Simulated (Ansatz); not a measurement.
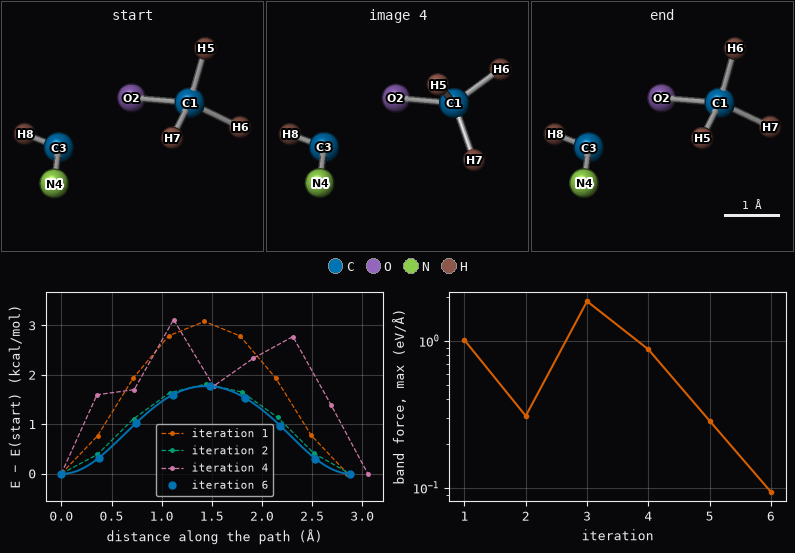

NEB run on C2H4NO (charge −1). Images are numbered from 0 (start) to 8 (end). The plot follows the band through its iterations. The picture is a ball-and-stick view, seen from a free direction.

The calculation used RKS B3LYP-D4/6-31G (Ansatz 0.2.0). Settings: 7 movable images; climbing image; force threshold 0.2 eV/Å; iteration limit 60; starting path by image-dependent pair potential.

Judge this run.

Answer. The run is converged, with reservations. The band converged in 6 iterations. The largest component of the band force went from 1 to 0.094 eV/Å. The climbing image converged on the top of the path. Its curvatures weren't checked. The force threshold is loose. The first iteration put the highest image at 3.08 kcal/mol. The barrier is about 1.77 kcal/mol in both directions, with image 4 at the top; the ends have the same energy.

Limits of the set-up: the basis has no diffuse functions, which an anion needs.

Cost: 2.1 min on 1 thread of Arm Neoverse N1, on a shared host, peak memory 0.1 GiB.
